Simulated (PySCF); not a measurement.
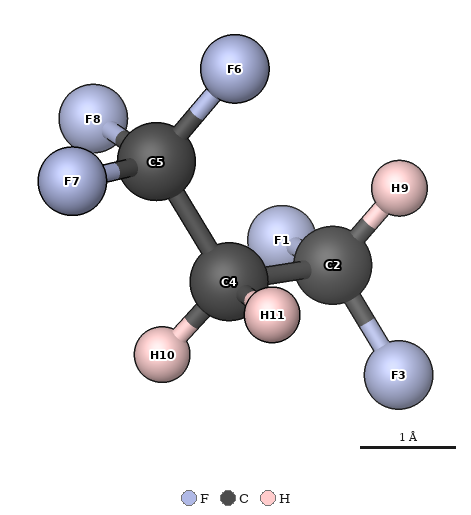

The structure as given in the input (ball-and-stick view, seen at a tilt; atoms are numbered from 1 in the order of the input). Bond lengths as drawn: C–C 1.51 Å, C–F 1.33 to 1.35 Å and C–H 1.10 Å.

## NMR shielding calculation, with input and output: C$_{3}$H$_{3}$F$_{5}$

The run: NMR shielding calculation of C$_{3}$H$_{3}$F$_{5}$, SMILES FC(F)CC(F)(F)F. Method and program: GIAO PBE0/pcSseg-1 NMR shielding, non-relativistic, IEF-PCM methanol (PySCF 2.14.0).

The geometry comes from this level: PBE0-D3(BJ)/def2-SVP. Figures and captions count atoms from 1; the log counts them from 0 in places.

## Log
```
coarse grid: 10552 points
cycle   1  E = -614.4558631962  dE =  1.274e+00  |g| = 1.048e+00  |ddm| = 2.788e+00
cycle   2  E = -614.2926707206  dE =  1.632e-01  |g| = 1.513e+00  |ddm| = 1.199e+00
cycle   3  E = -614.6340808410  dE = -3.414e-01  |g| = 6.627e-02  |ddm| = 7.361e-01
cycle   4  E = -614.6346955647  dE = -6.147e-04  |g| = 3.536e-02  |ddm| = 6.242e-02
cycle   5  E = -614.6349527653  dE = -2.572e-04  |g| = 4.357e-03  |ddm| = 2.541e-02
cycle   6  E = -614.6349553376  dE = -2.572e-06  |g| = 1.853e-03  |ddm| = 2.915e-03
final grid: 107760 points
cycle   7  E = -614.7122028633  dE = -5.075e-05  |g| = 7.720e-03  |ddm| = 2.085e-02
cycle   8  E = -614.7121947922  dE =  8.071e-06  |g| = 1.081e-02  |ddm| = 1.079e-02
cycle   9  E = -614.7122142724  dE = -1.948e-05  |g| = 6.859e-04  |ddm| = 5.745e-03
cycle  10  E = -614.7122143543  dE = -8.187e-08  |g| = 1.772e-04  |ddm| = 5.952e-04
cycle  11  E = -614.7122143593  dE = -4.999e-09  |g| = 4.648e-05  |ddm| = 1.277e-04
cycle  12  E = -614.7122143596  dE = -3.147e-10  |g| = 1.572e-05  |ddm| = 3.366e-05
```

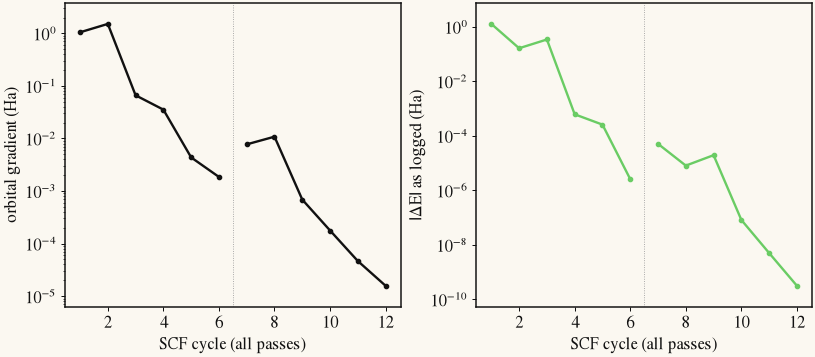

Convergence of the self-consistent field: orbital gradient and size of the energy change against the SCF cycle. The dotted line marks the change from a coarse to the final integration grid. The first 6 cycles use a coarse grid, the final grid takes over at cycle 7, and the field converges after 12 cycles in all.

```
converged SCF energy = -614.7122143596

GIAO shielding tensors (ppm)
atom      isotropic    diamagn.    paramagn.     s11        s22        s33       span
  0 F      310.053     473.658    -163.605    220.965    326.634    382.559    161.594
  1 C       68.428     240.292    -171.864     50.268     67.144     87.872     37.604
  2 F      315.573     470.970    -155.397    205.341    336.119    405.259    199.918
  3 C      143.714     252.597    -108.883    126.531    141.025    163.586     37.055
  4 C       54.867     241.790    -186.923     53.928     54.334     56.337      2.409
  5 F      262.209     474.541    -212.333    172.824    271.042    342.760    169.936
  6 F      253.173     471.626    -218.453    168.844    250.251    340.424    171.580
  7 F      257.999     474.162    -216.163    174.612    267.887    331.497    156.885
  8 H       25.004      27.561      -2.557     22.487     25.009     27.515      5.028
  9 H       28.564      28.881      -0.317     25.279     28.241     32.171      6.892
 10 H       28.662      29.095      -0.433     24.471     28.620     32.894      8.423
```

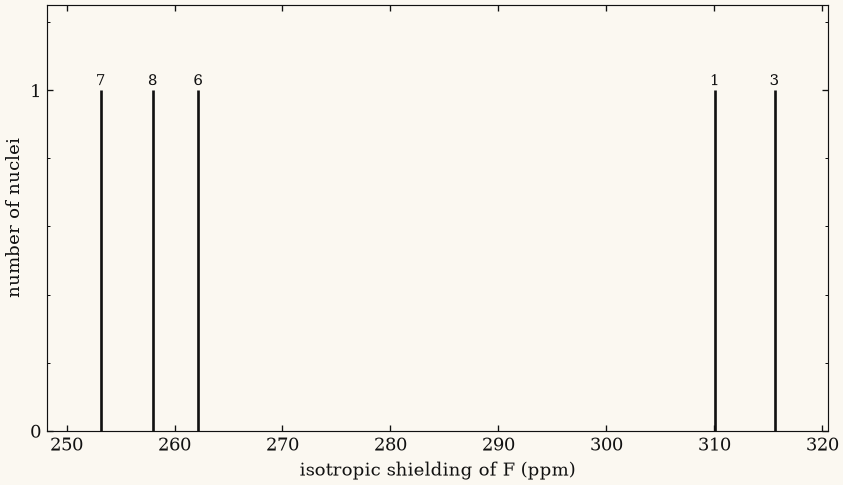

Isotropic shieldings of the fluorine nuclei in this fixed geometry, labelled by atom number; shielding grows to the right, so chemical shift grows to the left. The least shielded is F7 (253.2 ppm), the most shielded F3 (315.6 ppm).

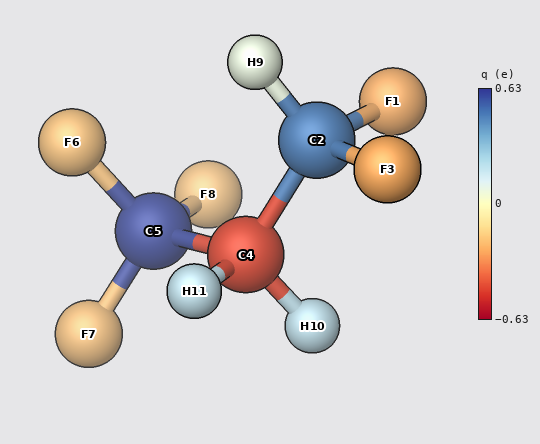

ESP-fitted charges, as the colour of each atom (ball-and-stick view, seen at a tilt; atoms are numbered from 1 in the order of the input). By element: F −0.25 to −0.20, C −0.46 to +0.60 and H +0.08 to +0.21 e.

This output came from the following input.

## The input
```
{"job": {"xc": "PBE0", "basis": "pcSseg-1", "solvent": "methanol", "kind": "nmr", "pop": true}, "charge": 0, "multiplicity": 1}
F     -0.502750    -1.078681    -1.624455
C      0.053474     0.101086    -1.285195
F      1.075979     0.340768    -2.133596
C      0.594310     0.042797     0.124758
C     -0.470325    -0.086151     1.185147
F     -1.354044     0.918321     1.101331
F      0.071485    -0.044914     2.402997
F     -1.150808    -1.225262     1.081417
H     -0.704592     0.892542    -1.416538
H      1.283490    -0.809826     0.206728
H      1.158132     0.964335     0.325325
```

The first line tells a small driver script what to run in PySCF; the rest is the geometry in Å.

Launch command:
```bash
OMP_NUM_THREADS=1 python <driver script> task.json out
```

## Key numbers

| quantity | value |
| --- | --- |
| outcome | converged |
| total energy | −614.712214 hartree |
| HOMO | −9.84 eV |
| LUMO | 2.12 eV |
| dipole moment | 1.90 D |
| isotropic shielding, F | 253.2 to 315.6 ppm |
| isotropic shielding, C | 54.9 to 143.7 ppm |
| isotropic shielding, H | 25.0 to 28.7 ppm |
| hardware | 1 CPU thread, shared host |
| wall time | 12 s |
| peak memory | 0.75 GiB |
